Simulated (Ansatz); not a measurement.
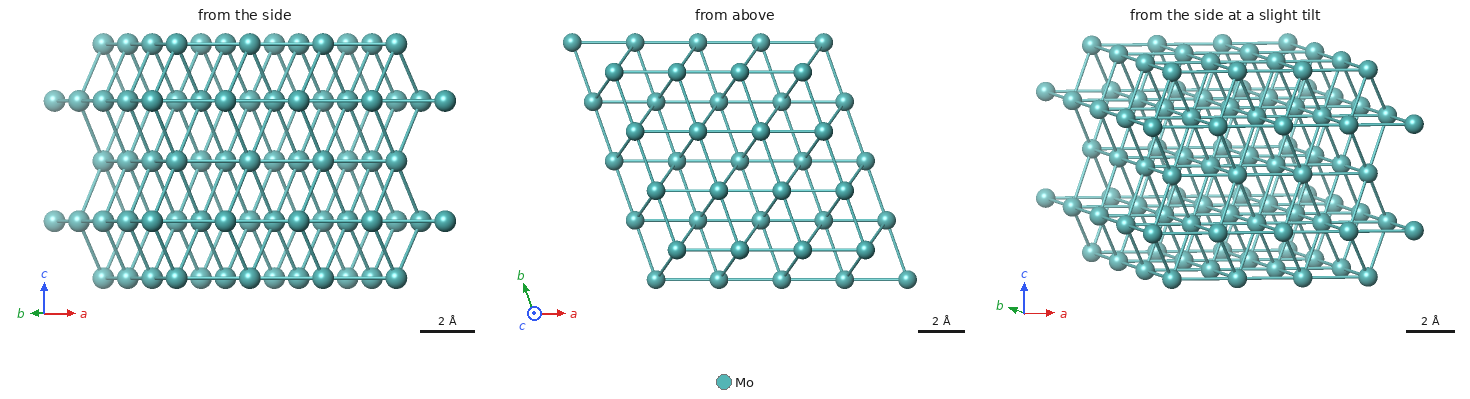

A ball-and-stick picture of a periodic slab, seen from the side, from above and from the side at a slight tilt. The surface normal points up in side views; the vacuum is left out. 4×4 cells are drawn in the plane, with atoms at the edges repeated.

The cell holds 5 Mo. The slab was cut from bulk Mo (Im-3m).

Question: What is the thickness of the slab?

Answer: About 9 Å from the lowest to the highest atom.

Question: What is the order of the atomic planes, starting from the top?

Answer: Five planes: Mo / Mo / Mo / Mo / Mo.

Question: What facet is shown?

Answer: (1 1 0).

Results below were computed with Ansatz 0.2.0, DFT PBE, scalar-relativistic, plane waves, PAW; the settings were plane waves up to 420 eV, a 13×13×1 sampling of the Brillouin zone, Gaussian smearing of 0.1 eV, no spin polarisation.

Question: Work functions?

Answer: 4.49 eV on both faces.

Provenance: a structure listed in the Materials Project, from which a slab was cut. The atoms were relaxed in a fixed cell with Ansatz, DFT PBE, scalar-relativistic, plane waves, PAW.
